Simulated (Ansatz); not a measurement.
**The atomisation energy (no zero-point term) down a group: F to I**

One atom is swapped for its congeners: BH(CH3)F; BH(CH3)Cl; BH(CH3)I. The Br member is missing. All are singlets with charge 0.

Shapes, held fixed at every level: PBE0-D4/def2-TZVP. Programs: Ansatz 0.2.0. Values in eV.

| level | BH(CH3)F | BH(CH3)Cl | BH(CH3)I |
| --- | --- | --- | --- |
| B3LYP-D4/def2-TZVPP | 28.39 | 26.39 | 24.98 |
| PBE0-D4/def2-TZVPP | 28.36 | 26.54 | 25.13 |
| r2SCAN0-D4/def2-TZVPP | 28.13 | 26.35 | 24.92 |
| wB97M-V/def2-TZVPP | 28.42 | 26.51 | 24.94 |
| MP2/def2-SVP | 27.64 | 25.55 | 24.07 |
| CCSD(T)/def2-TZVPP | 27.69 | 25.74 | 24.39 |

At CCSD(T)/def2-TZVPP the atomisation energy falls at every step, from 27.69 to 24.39 eV. Every level shows the same order. For atoms past krypton def2 sets carry core potentials with scalar relativity. Correlated rows may include outer-core shells of I, which these sets cover unevenly. Spin-orbit coupling, which grows down the group, is left out (summed over each molecule's free atoms 0.02, 0.04, 0.32 eV).

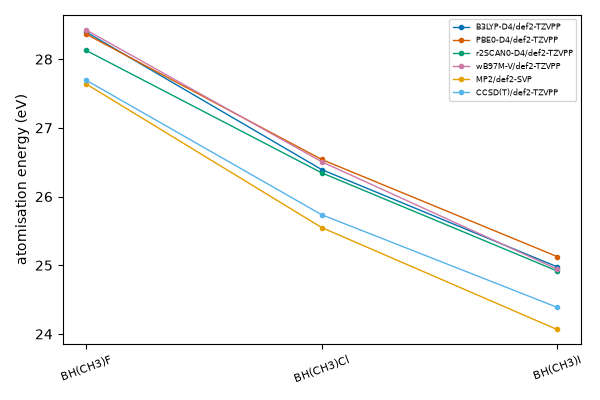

The trend along the series, level by level.
